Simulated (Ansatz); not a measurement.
# SnH− (triplet): correlated methods under varied settings at distance Sn1–H2 = 3.387 Å

What do other methods and options give for SnH− (triplet) at this geometry, and how long do they take?

Method: the settings change from run to run; program: Ansatz 0.2.0, Gaussian basis.

26 further runs of the same task are left out: 20 that didn't finish, 6 set aside as unsound or not needed.

## Step 1: What is computed

The geometry derives from a PBE0/def2-TZVPD stationary point (not a proven minimum). One bond is set to the value named and the two fragments are kept rigid. No spin-orbit coupling is included. Elements past krypton take def2 core potentials.

2 atoms, charge -1, spin multiplicity 3.

Atoms are counted from 1 here; the program's logs count them from 0.

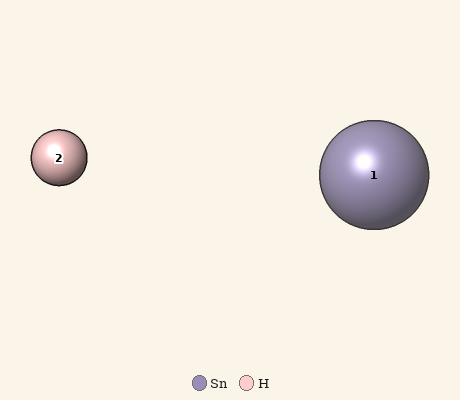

The structure; tin purple, hydrogen pink; atoms are numbered from 1 in the order of the file.

## Step 2: CASCI(4,5)/def2-SVPD

File in.yaml:

```yaml
crystal:
  periodic: [false, false, false]
  atoms:
    - {symbol: Sn, position_ang: [0.000000, 0.000000, 0.000000]}
    - {symbol: H, position_ang: [0.000000, 0.000000, 3.387000]}
basis:
  gaussian: {orbitals: def2-SVPD}
total_charge: -1
magnetization: {spin_polarized: false, initial_magnetization: 2}
correlation: {active_space: {window: {electrons: 4, orbitals: 5}, fixed_orbitals: true}}
```

Launch:

```bash
ansatz run in.yaml --threads 1 --pin off --events-out ev --progress --plain --max-ram 2393MiB
```

What it wrote:

```text
Functional definition: HF
  name "HF"
  cite "Fock, Z. Phys. 61, 126 (1930) doi:10.1007/BF01340294"
  parent pbe
  exchange = exact_x
  correlation = 0
505 factors; integrals over basis functions are off by at most 2.6e-4 eV
mean field evaluation 1: about -5817.7414 eV, gradient 1.2e1 eV
mean field evaluation 2: about -5817.7462 eV, gradient 1.2e1 eV
mean field evaluation 4: about -5818.9265 eV, gradient 8.3e-1 eV
mean field evaluation 8: about -5818.9345 eV, gradient 2.1e-1 eV
mean field evaluation 16: about -5815.4057 eV, gradient 1.2e1 eV
mean field evaluation 32: about -5817.7001 eV, gradient 6.1e-7 eV
mean field evaluation 64: about -5818.9334 eV, gradient 2.4e-1 eV
mean field evaluation 96: about -5816.7707 eV, gradient 8.6e0 eV
mean field evaluation 128: about -5818.9351 eV, gradient 2.2e-6 eV
mean field -5818.93506768 eV, -213.8419195213 hartree, gradient 2.2e-6 eV, S^2 2.000000; 12 other end points of the search recorded, 0 dependent functions left out
reference -5818.93506768 eV, -213.8419195213 hartree; 13, 11 occupied and 27, 29 virtual orbitals, 505 factors
state -5819.15064138 eV, -213.8498417087 hartree
Total energy: -5819.15064138 eV, -213.8498417087 hartree
```

Wall time 3 s (1 thread of AMD EPYC, shared host).

From the report: 24 determinants; active occupations 1.94, 1.00, 1.00, 0.06, 0.00.

## Step 3: NEVPT4(SD)(4,3)/def2-SVPD

Changes to in.yaml since step 2:

```diff
@@ -9,2 +9,4 @@
 magnetization: {spin_polarized: false, initial_magnetization: 2}
-correlation: {active_space: {window: {electrons: 4, orbitals: 5}, fixed_orbitals: true}}
+correlation: {method: fic_nevpt4_sd, electrons: outside_noble_gas, active_space: {window: {electrons: 4, orbitals: 3}}}
+accuracy: high
+scf: {lower_state_search: off}
```

Same command.

What it wrote (excerpt; [...] marks lines left out):

```text
Functional definition: HF
  name "HF"
  cite "Fock, Z. Phys. 61, 126 (1930) doi:10.1007/BF01340294"
  parent pbe
[...]
883 factors; integrals over basis functions are off by at most 2.9e-9 eV
[...]
mean field -5818.93506884 eV, -213.8419195640 hartree, gradient 3.4e-8 eV, S^2 2.000000; 0 other end points of the search recorded, 0 dependent functions left out
reference -5818.93506884 eV, -213.8419195640 hartree; 13, 11 occupied and 27, 29 virtual orbitals, 883 factors
state -5818.93506884 eV, -213.8419195640 hartree
state -5818.93506884 eV, -213.8419195640 hartree; corrected -5821.43496049 eV, -213.9337888877 hartree
WARN: 1 active orbitals are nearly empty or full. The corrections depend on them more than the energy does, and are more stable in an active space without them
Total energy: -5821.43496049 eV, -213.9337888877 hartree
Checks for a lower state left out: stability, starts, cluster_reference, orbital_swaps, neighbouring_geometries, increment
```

Wall time 3.5 s (1 thread of AMD EPYC, shared host).

From the report: 2 determinants; active occupations 2.00, 1.00, 1.00. The report marks this result as in doubt.

## Step 4: HF/def2-SVPD

File in.yaml:

```yaml
crystal:
  periodic: [false, false, false]
  atoms:
    - {symbol: Sn, position_ang: [0.000000, 0.000000, 0.000000]}
    - {symbol: H, position_ang: [0.000000, 0.000000, 3.387000]}
basis:
  gaussian: {orbitals: def2-SVPD}
total_charge: -1
magnetization: {spin_polarized: false, initial_magnetization: 2}
hamiltonian: {xc: hf}
accuracy: high
output: {orbitals: {seedname: orbitals}}
```

Launched as before.

What it wrote:

```text
Functional definition: HF
  name "HF"
  cite "Fock, Z. Phys. 61, 126 (1930) doi:10.1007/BF01340294"
  parent pbe
  exchange = exact_x
  correlation = 0
883 factors; integrals over basis functions are off by at most 2.9e-9 eV
mean field evaluation 1: about -5817.7367 eV, gradient 1.2e1 eV
mean field evaluation 2: about -5817.7483 eV, gradient 1.2e1 eV
mean field evaluation 4: about -5818.9256 eV, gradient 8.3e-1 eV
mean field evaluation 8: about -5818.9345 eV, gradient 2.1e-1 eV
mean field evaluation 16: about -5818.9351 eV, gradient 3.4e-8 eV
mean field evaluation 32: about -5818.1179 eV, gradient 7.9e-1 eV
mean field evaluation 64: about -5816.7719 eV, gradient 8.7e0 eV
mean field -5818.93506884 eV, -213.8419195640 hartree, gradient 3.4e-8 eV, S^2 2.000000; 2 other end points of the search recorded, 0 dependent functions left out
reference -5818.93506884 eV, -213.8419195640 hartree; 13, 11 occupied and 27, 29 virtual orbitals, 883 factors
Total energy: -5818.93506884 eV, -213.8419195640 hartree
```

Wall time 3.3 s (1 thread of AMD EPYC, shared host).

## Step 5: CASSCF(2,8)/def2-SVPD

Changes to in.yaml since step 4:

```diff
@@ -9,4 +9,4 @@
 magnetization: {spin_polarized: false, initial_magnetization: 2}
-hamiltonian: {xc: hf}
+correlation: {active_space: {window: {electrons: 2, orbitals: 8}, states: [{multiplicity: 3, weights: [1, 1]}], root: 0}}
 accuracy: high
-output: {orbitals: {seedname: orbitals}}
+scf: {lower_state_search: light}
```

Launched as before.

What it wrote (excerpt; [...] marks lines left out):

```text
Functional definition: HF
  name "HF"
  cite "Fock, Z. Phys. 61, 126 (1930) doi:10.1007/BF01340294"
  parent pbe
[...]
883 factors; integrals over basis functions are off by at most 2.9e-9 eV
[...]
mean field -5818.93506884 eV, -213.8419195640 hartree, gradient 3.4e-8 eV, S^2 2.000000; 12 other end points of the search recorded, 0 dependent functions left out
reference -5818.93506884 eV, -213.8419195640 hartree; 13, 11 occupied and 27, 29 virtual orbitals, 883 factors
state -5819.05361831 eV, -213.8462761768 hartree
state -5818.12495472 eV, -213.8121484191 hartree
Total energy: -5819.05361831 eV, -213.8462761768 hartree
```

Run time: 13 s. Hardware: 1 thread of AMD EPYC, shared host.

From the report: 64 determinants; active occupations (of the averaged states) 0.99, 0.50, 0.50, 0.00, 0.00, 0.00, 0.00, 0.00.

## Step 6: CCSDT(Q) on UHF/def2-SVPD

File in.yaml:

```yaml
crystal:
  periodic: [false, false, false]
  atoms:
    - {symbol: Sn, position_ang: [0.000000, 0.000000, 0.000000]}
    - {symbol: H, position_ang: [0.000000, 0.000000, 3.387000]}
basis:
  gaussian: {orbitals: def2-SVPD, fitting: {mean_field: def2-universal-jkfit}}
total_charge: -1
magnetization: {spin_polarized: true, initial_magnetization: 2}
hamiltonian: {pseudopotentials: {relativity: scalar}}
correlation: {method: ccsdt_q, electrons: outside_noble_gas, diis_vectors: 12}
output: {forces: true}
```

Launched as before.

What it wrote:

```text
Functional definition: HF
  name "HF"
  cite "Fock, Z. Phys. 61, 126 (1930) doi:10.1007/BF01340294"
  parent pbe
  exchange = exact_x
  correlation = 0
236 factors; integrals over basis functions are off by at most 6.2e-1 eV
mean field evaluation 1: about -5817.9883 eV, gradient 8.5e0 eV
mean field evaluation 2: about -5818.9453 eV, gradient 3.1e0 eV
mean field evaluation 4: about -5819.0267 eV, gradient 4.5e-1 eV
mean field evaluation 8: about -5819.0131 eV, gradient 9.8e-2 eV
mean field evaluation 16: about -5819.2961 eV, gradient 5.6e0 eV
mean field evaluation 32: about -5818.9453 eV, gradient 3.1e0 eV
mean field evaluation 64: about -5819.1795 eV, gradient 9.9e-6 eV
mean field evaluation 96: about -5819.0249 eV, gradient 8.0e-1 eV
mean field evaluation 128: about -5819.5581 eV, gradient 2.1e0 eV
mean field evaluation 160: about -5818.7106 eV, gradient 3.0e-3 eV
mean field evaluation 192: about -5817.6217 eV, gradient 1.6e-1 eV
mean field evaluation 224: about -5817.7773 eV, gradient 8.7e-2 eV
mean field evaluation 256: about -5818.0558 eV, gradient 6.7e-1 eV
mean field evaluation 288: about -5817.6229 eV, gradient 4.5e-3 eV
mean field evaluation 320: about -5816.3201 eV, gradient 2.4e-2 eV
mean field evaluation 352: about -5819.6489 eV, gradient 6.8e-1 eV
mean field evaluation 384: about -5817.5352 eV, gradient 2.5e0 eV
mean field evaluation 416: about -5817.7775 eV, gradient 5.9e-3 eV
mean field evaluation 448: about -5816.0856 eV, gradient 2.1e0 eV
mean field evaluation 480: about -5817.4594 eV, gradient 1.0e0 eV
mean field evaluation 512: about -5816.0978 eV, gradient 1.4e0 eV
mean field evaluation 544: about -5817.2101 eV, gradient 5.0e0 eV
mean field evaluation 576: about -5817.7774 eV, gradient 3.1e-2 eV
mean field evaluation 608: about -5817.9609 eV, gradient 3.5e0 eV
mean field evaluation 640: about -5819.1961 eV, gradient 1.1e0 eV
mean field evaluation 672: about -5817.7901 eV, gradient 1.6e0 eV
mean field evaluation 704: about -5819.1779 eV, gradient 1.3e-1 eV
mean field evaluation 736: about -5817.7362 eV, gradient 1.5e0 eV
mean field evaluation 768: about -5817.6229 eV, gradient 4.9e-4 eV
mean field evaluation 800: about -5817.8901 eV, gradient 1.1e0 eV
mean field evaluation 832: about -5817.8934 eV, gradient 5.3e0 eV
mean field evaluation 864: about -5817.7490 eV, gradient 1.3e0 eV
mean field evaluation 896: about -5816.2529 eV, gradient 4.7e-3 eV
mean field evaluation 928: about -5817.6229 eV, gradient 1.9e-6 eV
mean field evaluation 960: about -5817.6229 eV, gradient 9.8e-4 eV
mean field evaluation 992: about -5818.2104 eV, gradient 2.1e-3 eV
mean field evaluation 1024: about -5818.9100 eV, gradient 1.7e0 eV
mean field evaluation 1056: about -5817.7871 eV, gradient 1.9e0 eV
mean field evaluation 1088: about -5819.0134 eV, gradient 1.0e-1 eV
mean field -5819.69660231 eV, -213.8699054028 hartree, gradient 1.1e-6 eV, S^2 2.838951; 21 other end points of the search recorded, 0 dependent functions left out
determinant -5819.69660231 eV, -213.8699054028 hartree, with singles and doubles -5821.62260354 eV, -213.9406846427 hartree
determinant -5819.17948256 eV, -213.8509016027 hartree, with singles and doubles -5821.39384703 eV, -213.9322779959 hartree
determinant -5818.71062660 eV, -213.8336714640 hartree, with singles and doubles -5820.46742921 eV, -213.8982327691 hartree
determinant -5818.21036338 eV, -213.8152871297 hartree, with singles and doubles -5820.58505728 eV, -213.9025555209 hartree
determinant -5817.77751601 eV, -213.7993802823 hartree, with singles and doubles -5819.79253959 eV, -213.8734310328 hartree
determinant -5817.63171055 eV, -213.7940220302 hartree, with singles and doubles -5819.95992787 eV, -213.8795824387 hartree
determinant -5817.62291574 eV, -213.7936988271 hartree, with singles and doubles -5819.63718348 eV, -213.8677218010 hartree
determinant -5816.45275043 eV, -213.7506960449 hartree, with singles and doubles -5818.66675225 eV, -213.8320591111 hartree
determinant -5816.32007742 eV, -213.7458204018 hartree, with singles and doubles -5818.19464708 eV, -213.8147095662 hartree
determinant -5816.25288784 eV, -213.7433512304 hartree, with singles and doubles -5817.89279496 eV, -213.8036167054 hartree
determinant -5819.69660231 eV, -213.8699054028 hartree, with singles and doubles -5821.64941507 eV, -213.9416699479 hartree
determinant -5818.71062660 eV, -213.8336714640 hartree, with singles and doubles -5820.47571826 eV, -213.8985373860 hartree
determinant -5818.21036338 eV, -213.8152871297 hartree, with singles and doubles -5820.57309907 eV, -213.9021160645 hartree
determinant -5817.77751601 eV, -213.7993802823 hartree, with singles and doubles -5819.79425769 eV, -213.8734941717 hartree
determinant -5817.62291574 eV, -213.7936988271 hartree, with singles and doubles -5819.63951200 eV, -213.8678073727 hartree
determinant -5816.45275043 eV, -213.7506960449 hartree, with singles and doubles -5818.68135792 eV, -213.8325958597 hartree
determinant -5819.69660231 eV, -213.8699054028 hartree, with singles and doubles -5821.68753393 eV, -213.9430707905 hartree
determinant -5819.17948256 eV, -213.8509016027 hartree, with singles and doubles -5821.55981083 eV, -213.9383770531 hartree
determinant -5819.01328549 eV, -213.8447939730 hartree, with singles and doubles -5821.62544053 eV, -213.9407889001 hartree
determinant -5819.01328549 eV, -213.8447939730 hartree, with singles and doubles -5821.65727853 eV, -213.9419589250 hartree
9 core orbitals not correlated: weight in the atoms' cores, before any rotation towards them, 1.000 or more for the frozen orbitals, at most 0.000 for the correlated occupied ones
reference -5819.69660231 eV, -213.8699054028 hartree; 4, 2 occupied and 27, 29 virtual orbitals, 236 factors
second order -1.38620930 eV of doubles, -0.00000000 eV of singles
cycle   1  -1.69713934 eV  change   -3.1e-1 eV  update   6.5e-2
cycle   2  -1.87016587 eV  change   -1.7e-1 eV  update   3.9e-2
cycle   3  -1.91728836 eV  change   -4.7e-2 eV  update   3.0e-2
cycle   4  -1.99568912 eV  change   -7.8e-2 eV  update   2.4e-2
cycle   5  -2.02016201 eV  change   -2.4e-2 eV  update   1.5e-2
cycle   6  -2.04112973 eV  change   -2.1e-2 eV  update   1.0e-2
cycle   7  -2.06054103 eV  change   -1.9e-2 eV  update   8.9e-3
cycle   8  -2.08314743 eV  change   -2.3e-2 eV  update   7.5e-3
cycle   9  -2.09685408 eV  change   -1.4e-2 eV  update   5.7e-3
cycle  10  -2.10687447 eV  change   -1.0e-2 eV  update   4.7e-3
cycle  11  -2.11118341 eV  change   -4.3e-3 eV  update   3.9e-3
cycle  12  -2.11565013 eV  change   -4.5e-3 eV  update   3.0e-3
cycle  13  -2.11917706 eV  change   -3.5e-3 eV  update   2.2e-3
cycle  14  -2.11936875 eV  change   -1.9e-4 eV  update   1.6e-3
cycle  15  -2.12206966 eV  change   -2.7e-3 eV  update   1.0e-3
cycle  16  -2.12283513 eV  change   -7.7e-4 eV  update   6.5e-4
cycle  17  -2.12298776 eV  change   -1.5e-4 eV  update   3.1e-4
cycle  18  -2.12308012 eV  change   -9.2e-5 eV  update   1.7e-4
cycle  19  -2.12302327 eV  change    5.7e-5 eV  update   9.4e-5
cycle  20  -2.12299018 eV  change    3.3e-5 eV  update   5.3e-5
cycle  21  -2.12301707 eV  change   -2.7e-5 eV  update   2.7e-5
cycle  22  -2.12300391 eV  change    1.3e-5 eV  update   1.4e-5
cycle  23  -2.12301044 eV  change   -6.5e-6 eV  update   8.3e-6
cycle  24  -2.12301551 eV  change   -5.1e-6 eV  update   5.1e-6
cycle  25  -2.12301597 eV  change   -4.6e-7 eV  update   3.1e-6
cycle  26  -2.12301535 eV  change    6.2e-7 eV  update   2.0e-6
cycle  27  -2.12301383 eV  change    1.5e-6 eV  update   1.2e-6
cycle  28  -2.12301298 eV  change    8.5e-7 eV  update   7.1e-7
cycle  29  -2.12301294 eV  change    3.7e-8 eV  update   4.3e-7
cycle  30  -2.12301284 eV  change    1.1e-7 eV  update   3.1e-7
cycle  31  -2.12301270 eV  change    1.3e-7 eV  update   2.4e-7
cycle  32  -2.12301275 eV  change   -4.5e-8 eV  update   1.9e-7
perturbative correction -0.00617874 eV, -0.0002270645 hartree
the calculation of the forces begins
Total energy: -5821.82579380 eV, -213.9481517468 hartree
Relativity: scalar
Atom 0 at     0.000000     0.000000     0.000000 Å, force    -0.000000    -0.000000     0.824425 eV/Å
Atom 1 at     0.000000     0.000000     3.387000 Å, force     0.000000     0.000000    -0.824425 eV/Å
Dipole moment:     0.000000    -0.000000    -1.067234 e Å
```

Run time: 94 s. Hardware: 1 thread of AMD EPYC, shared host; peak memory 0.38 GiB.

From the report: ⟨S²⟩ of the determinant 2.839 (pure triplet: 2.00); correlation -2.1292 eV; T1 0.117; largest double amplitude 0.19. The determinant is far from a pure spin state, so its energy mixes those of several spin states (harmless only where they are near-degenerate, as at dissociation).

## Step 7: The runs in one table

Where basis and cores are those of an earlier FCI/def2-SVPD run (-5821.8175 eV), and the state is the same kind, the miss against it is given. † marks a result that the program doubts.

| level | correlated | functions | energy (eV) | from FCI (meV) | time |
| --- | --- | --- | --- | --- | --- |
| CASCI(4,5)/def2-SVPD |  | 40 | -5819.1506 | 2666.9 | 3 s |
| NEVPT4(SD)(4,3)/def2-SVPD † | outside noble gas | 40 | -5821.4350 | 382.5 | 3.5 s |
| HF/def2-SVPD |  | 40 | -5818.9351 | 2882.4 | 3.3 s |
| CASSCF(2,8)/def2-SVPD (lowest root of an average) |  | 40 | -5819.0536 |  | 13 s |
| CCSDT(Q) on UHF/def2-SVPD (relativity set) | outside noble gas | 40 | -5821.8258 |  | 94 s |

## Step 8: Summary of results

```
quantity                                             value
    runs                                                 5
quickest                         CASCI(4,5)/def2-SVPD, 3 s
 slowest  CCSDT(Q) on UHF/def2-SVPD (relativity set), 94 s
```

Total energies in different bases, with other cores or another treatment of relativity can't be set against each other. CCSDT(Q) on UHF/def2-SVPD (relativity set) took 31 times as long as CASCI(4,5)/def2-SVPD; the jobs differ in more than the method. Hartree-Fock, CASSCF and CASCI lack dynamic correlation by design.
